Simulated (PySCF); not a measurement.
Ne³⁺: atomic calculation

System: Ne³⁺, configuration 1s2 2s2 2p3, multiplicity 4.
Method: unrestricted PBE0, cc-pVDZ-DK, spin-free X2C-1e, Gaussian nucleus (PySCF).

Input file:
```python
from pyscf import gto, scf, dft, mp, cc
import basis_set_exchange as bse
mol = gto.M(atom="Ne 0 0 0", charge=3, spin=3, symmetry="D2h",
            basis=gto.basis.parse(bse.get_basis("cc-pVDZ-DK", elements=["Ne"], fmt="nwchem", header=False)),
            nucmod="G")
mf = dft.UKS(mol, xc="PBE0").sfx2c1e()
mf.irrep_nelec = {'Ag': (2, 2), 'B1u': (1, 0), 'B2u': (1, 0), 'B3u': (1, 0)}
mf.kernel()
```

The script is an equivalent of what the driver set up; the driver started from orbitals of its own, so the log can be shorter than this script's would be, and it computed the properties (radii, ⟨L²⟩, response) afterwards. It also set what the script leaves out: ang = 14. It held the occupations shell by shell, which the script's counts by irreducible representation don't always enforce.

Launched within a batch (the task file carries these settings):
```bash
OMP_NUM_THREADS=1 python <driver script> TASK.json OUT
```

The program's output (extracts):
```
damping factor = 0
level_shift factor = 0
DIIS = <class 'pyscf.scf.diis.CDIIS'>
diis_start_cycle = 1
diis_space = 10
diis_damp = 0
SCF conv_tol = 1e-09
SCF conv_tol_grad = None
number electrons alpha = 5  beta = 2
XC functionals = PBE0
    C. Adamo and V. Barone.,  J. Chem. Phys. 110, 6158 (1999)
    M. Ernzerhof and G. E. Scuseria.,  J. Chem. Phys. 110, 5029 (1999)
cycle= 1 E= -124.31354617931  delta_E= -0.00105  |g|= 0.00619  |ddm|= 0.146
cycle= 2 E= -124.313556359895  delta_E= -1.02e-05  |g|= 0.000885  |ddm|= 0.017
cycle= 3 E= -124.313556584789  delta_E= -2.25e-07  |g|= 0.00013  |ddm|= 0.0018
cycle= 4 E= -124.313556589135  delta_E= -4.35e-09  |g|= 9.27e-07  |ddm|= 0.000325
cycle= 5 E= -124.313556589135  delta_E= -2.84e-13  |g|= 6.66e-09  |ddm|= 2.64e-06
converged SCF energy = -124.313556589135  <S^2> = 3.7512237  2S+1 = 4.0006118
```

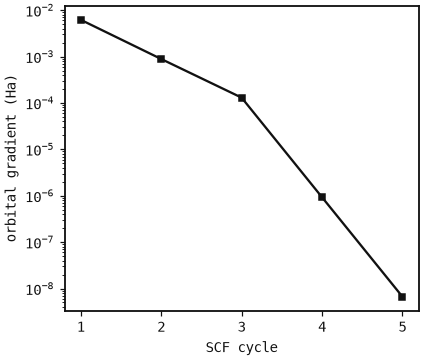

Fig. 1: Convergence: orbital gradient against the SCF cycle. The residual falls at every step. It goes from 0.0062 to 6.7×10⁻⁹ in 5 steps.

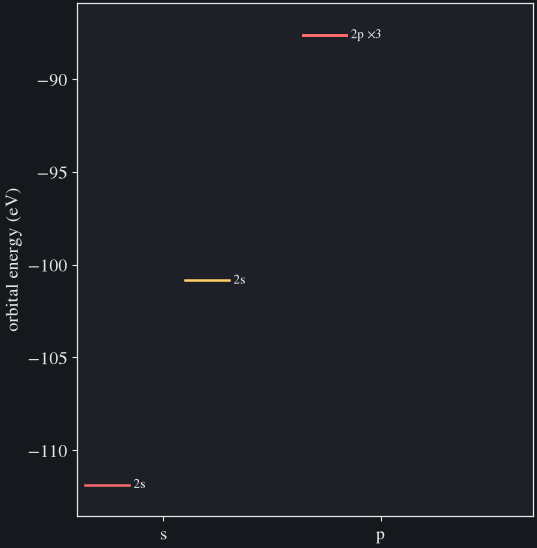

Fig. 2: Orbital energies of the mean field, from the top down to −111.9 eV, by angular momentum, α spin at the left of each column and β at the right; ×n counts the orbitals under one label. The highest filled orbital is 2p α at −87.6 eV, the lowest empty one p β at −71.5 eV.

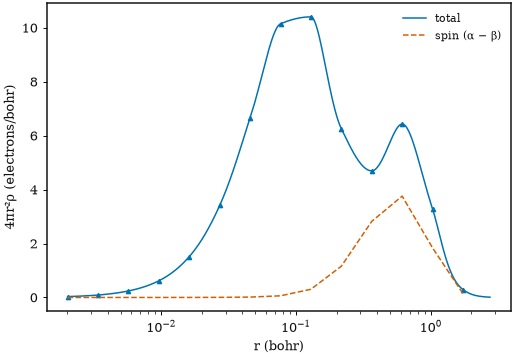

Fig. 3: Spherically averaged radial density 4πr²ρ of the mean field and its spin part; markers are the stored points, which are sparse, and the line is a monotone interpolation between them. The largest stored value is 10.4 electrons/bohr at r = 0.13 bohr. Root-mean-square radii of the shells: 1s 0.183, 2p 0.836, 2s 0.880 bohr.

What the run reported:

| quantity | value |
| --- | --- |
| outcome | converged |
| total energy | −124.313557 hartree |
| ⟨S²⟩ | 3.751 |
| SCF iterations | 5 |
| hardware | 1 thread of Arm Neoverse V1, 23 GiB of memory available, shared host |

What is odd here:

One thing in this input was made odd on purpose: angular grid far too coarse. The program ran to the end. The state is spherical (⟨L²⟩ = 0), so a coarse angular grid should matter little or not at all here.
